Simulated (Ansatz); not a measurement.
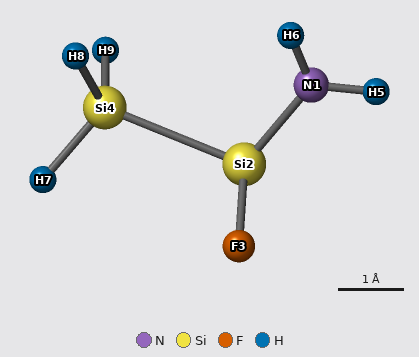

The structure (ball-and-stick view, seen at an oblique angle; atoms are numbered from 1 in the order of the input). Bond lengths as drawn: F–Si 1.62 Å, H–N 1.01 Å, H–Si 1.49 Å, N–Si 1.70 Å and Si–Si 2.35 Å.

## Two runs on Si₂NH₅F

System: Si₂NH₅F, multiplicity 2, SMILES N[Si](F)[SiH3].
Method of run 1: UKS SPW92/def2-TZVPP (Ansatz 0.2.0).

The geometry comes from this level: PBE0-D4/def2-TZVP. Text and figures count atoms from 1; the logs count them from 0 in places.

The input, run 1:
```yaml
crystal:
  periodic: [false, false, false]
  atoms:
    - {symbol: N, position_ang: [-0.977004, 1.372902, -0.683564]}
    - {symbol: Si, position_ang: [-0.847906, -0.322371, -0.578144]}
    - {symbol: F, position_ang: [-0.495531, -1.010664, -1.997238]}
    - {symbol: Si, position_ang: [0.823946, -0.883036, 0.969089]}
    - {symbol: H, position_ang: [-1.742279, 1.833654, -1.147441]}
    - {symbol: H, position_ang: [-0.198179, 1.993203, -0.528845]}
    - {symbol: H, position_ang: [1.131963, -2.331816, 0.856535]}
    - {symbol: H, position_ang: [2.078466, -0.103489, 0.756879]}
    - {symbol: H, position_ang: [0.315023, -0.594782, 2.335629]}
basis:
  gaussian: {orbitals: def2-TZVPP}
magnetization: {spin_polarized: true, initial_magnetization: 1}
hamiltonian: {xc: lda}
output: {orbitals: {seedname: orbitals}}
```

Hardware: 4 CPU threads, shared host.

Output (run 1):
```
Functional definition: SPW92
  exchange = slater_x
  correlation = pw_c
1182 factors; their error is unknown
mean field evaluation 1: about -19942.4196 eV, gradient 5.6e1 eV
mean field evaluation 2: about -19892.3539 eV, gradient 1.0e2 eV
mean field evaluation 4: about -19953.2144 eV, gradient 1.2e1 eV
mean field evaluation 8: about -19953.6897 eV, gradient 2.6e-1 eV
mean field evaluation 16: about -19953.6566 eV, gradient 1.9e-3 eV
mean field -19953.65655623 eV, -733.2833533671 hartree, gradient 2.6e-5 eV, S^2 0.751253; 0 other end points of the search recorded, 0 dependent functions left out
reference -19953.65659673 eV, -733.2833548558 hartree; 25, 24 occupied and 191, 192 virtual orbitals, 1182 factors
Total energy: -19953.65659673 eV, -733.2833548558 hartree
```

Run 2 used a changed input.

The two runs side by side:

```csv
quantity,run 1,run 2
outcome,converged,converged
total energy (hartree),−733.283355,−736.522405
HOMO (eV),−4.68,−4.79
LUMO (eV),−3.52,−3.32
⟨S²⟩,0.751,0.753
basis functions,216,216
wall time (shared host),2 s,8.5 s
```

What was changed in the input?

The change (lines with − go, lines with + come):
```diff
-hamiltonian: {xc: lda}
+hamiltonian: {xc: {name: B97M-V}}
```

The total energies belong to different methods, so their difference says nothing on which is more stable or more accurate. The HOMO goes from −4.68 to −4.79 eV. The LUMO goes from −3.52 to −3.32 eV.

Output (run 2):
```
Functional definition: B97M-V
  parameter cx00 = 1.000
  parameter cx01 = 1.308
  parameter cx02 = 1.901
  parameter cx10 = 0.416
  parameter cx11 = 3.070
  parameter css00 = 1.000
  parameter css02 = -1.855
  parameter css10 = -5.668
  parameter css32 = -20.497
  parameter css42 = -20.364
  parameter cos00 = 1.000
  parameter cos01 = 1.573
  parameter cos03 = -6.298
  parameter cos10 = 2.535
  parameter cos32 = -6.427
  parameter b = 6.0
  parameter c = 0.01
  gx(w, u) = cx00 + cx01*u + cx02*u^2 + (cx10 + cx11*u)*w
  gss(w, u) = css00 + css02*u^2 + css10*w + (css32*w^3 + css42*w^4)*u^2
  gos(w, u) = cos00 + cos01*u + cos03*u^3 + cos10*w + cos32*w^3*u^2
  exchange = spin_sum(e_x_unif_s*gx(b97_w, b97_u_x))
  correlation = spin_sum(e_c_pw_mod_same_spin*gss(b97_w, b97_u_same))
      + integral(e_c_pw_mod_opposite_spin*gos(b97_w_opposite, b97_u_opposite)) + vv10(b, c)
1182 factors; their error is unknown
mean field evaluation 1: about -20033.1967 eV, gradient 4.9e1 eV
mean field evaluation 2: about -20000.6365 eV, gradient 8.5e1 eV
mean field evaluation 4: about -20041.6219 eV, gradient 8.1e0 eV
mean field evaluation 8: about -20041.8302 eV, gradient 2.0e-1 eV
mean field evaluation 16: about -20041.7956 eV, gradient 3.0e-4 eV
mean field -20041.79558170 eV, -736.5224028106 hartree, gradient 4.2e-5 eV, S^2 0.752567; 0 other end points of the search recorded, 0 dependent functions left out
reference -20041.79564769 eV, -736.5224052356 hartree; 25, 24 occupied and 191, 192 virtual orbitals, 1182 factors
Total energy: -20041.79564769 eV, -736.5224052356 hartree
```
